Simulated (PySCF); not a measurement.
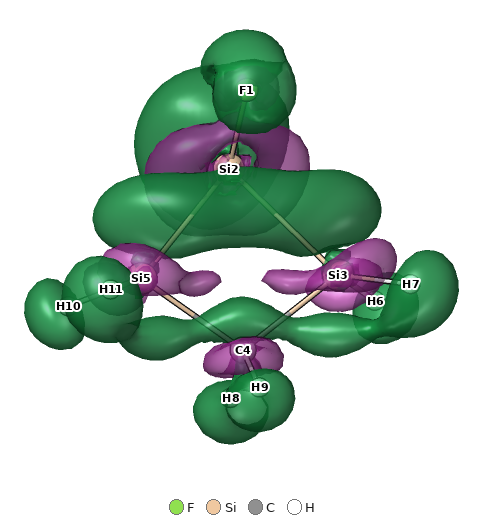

Figure 1: CH₆FSi₃, doublet, SMILES `F[Si]1[SiH2]C[SiH2]1`. Fukui function f⁻ = ρ(N) − ρ(N−1) at fixed geometry, surfaces at ±0.015 e/Å³ (green positive, purple negative).

Computed with PySCF, ωB97X/def2-SVP, geometry: GFN2-xTB. No frequency check shows the geometry to be a minimum. GFN2-xTB doesn't know the spin state, so this open-shell geometry is rough.

Geometry (Å), atoms numbered from 1:

```
F1       2.2852   -0.0073   -0.5421
Si2      1.0445   -0.0052    0.5536
Si3     -0.5880    1.5645   -0.0313
C4      -1.7161    0.0066   -0.1832
Si5     -0.6013   -1.5599   -0.0319
H6      -1.0252    2.4393    1.0657
H7      -0.7071    2.3846   -1.2462
H8      -2.4732    0.0102    0.5997
H9      -2.2639    0.0091   -1.1233
H10     -1.0459   -2.4313    1.0648
H11     -0.7274   -2.3785   -1.2471
```

### Which atoms respond most to the removal of an electron?

f⁻ (Hirshfeld-condensed) is largest on Si2 (0.37); the vertical ionisation energy is 7.94 eV (to the singlet cation, which needn't be its lowest state). Condensed values hint at sites of electrophilic attack but needn't mark the atom that reacts. Orbital relaxation makes it negative in places (0.23 e in all).
